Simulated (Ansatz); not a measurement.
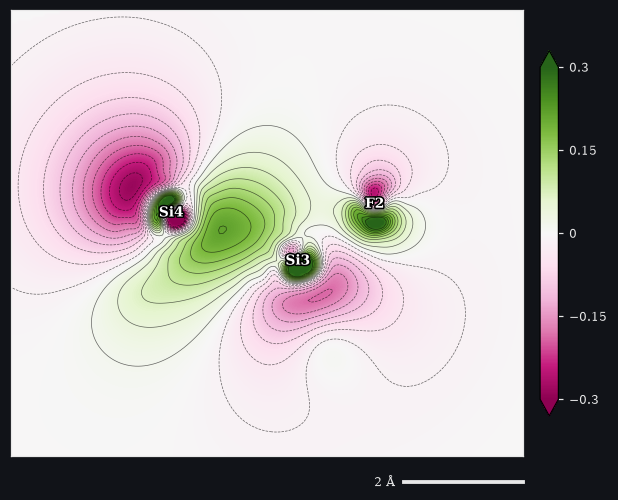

Figure 1: F2H2Si2 (SMILES F[Si](F)=[SiH2]). The LUMO on the plane of atoms F2, Si3 and Si4 (values in Å⁻³ᐟ²; the overall sign is arbitrary).

Geometry: B3LYP/6-31G*.

All numbers below come from Ansatz, isolated molecule in a Gaussian basis; Kohn-Sham density functional theory, functional PBE0.

The calculation's input:

```
crystal:
  periodic: [false, false, false]
  atoms:
    - {symbol: F, position_ang: [-1.587454, 0.576239, 2.591493]}
    - {symbol: F, position_ang: [-0.666985, -1.273321, 4.067139]}
    - {symbol: Si, position_ang: [-0.517726, -0.619813, 2.609182]}
    - {symbol: Si, position_ang: [0.013466, -1.831867, 0.761541]}
    - {symbol: H, position_ang: [0.465071, -0.695767, -0.116610]}
    - {symbol: H, position_ang: [1.317330, -2.402427, 1.251691]}
basis:
  gaussian:
    orbitals: def2-TZVPD
output: {forces: true, orbitals: {seedname: orbitals}}
hamiltonian:
  xc: {name: PBE0}
```

Run with:

```sh
ansatz run input.yaml --threads 1 --pin off --max-ram 2610MiB --events-out events.jsonl --progress --plain --runs-dir runs
```

**Where does this orbital lie, and at what energy?**

It lies mainly on Si3 (about 50 %) and Si4 (about 35 %). Its energy is −2.81 eV.
